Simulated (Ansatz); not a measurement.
Computed with PBE (plane waves to 420 eV, PAW; Ansatz, an electronic-structure program).

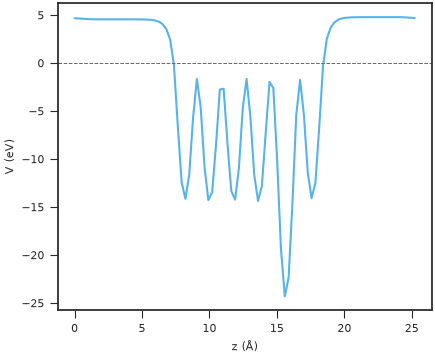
Fig. 1. Electrostatic potential energy of an electron, averaged over planes parallel to the surface, in eV from the Fermi level, for a constructed model of the (100) surface of fcc Cu, a layer of Pt in place of the second plane (bottom of the slab: a bare face, its two planes held)

Model: 6-atom slab, 9.1 Å thick at the start (thin: gaps and levels are the slab's own), 15x15x1 mesh, Fermi-Dirac 0.1 eV, dipole correction, 2 atoms held, the rest relaxed; start symmetry kept, larger cells not searched; no spin, no spin-orbit, no U. It is one candidate, not shown to be the stable structure of the face.

The vacuum level lies 4.77 eV above the Fermi level over the top face and 4.55 eV above it under the bottom face.
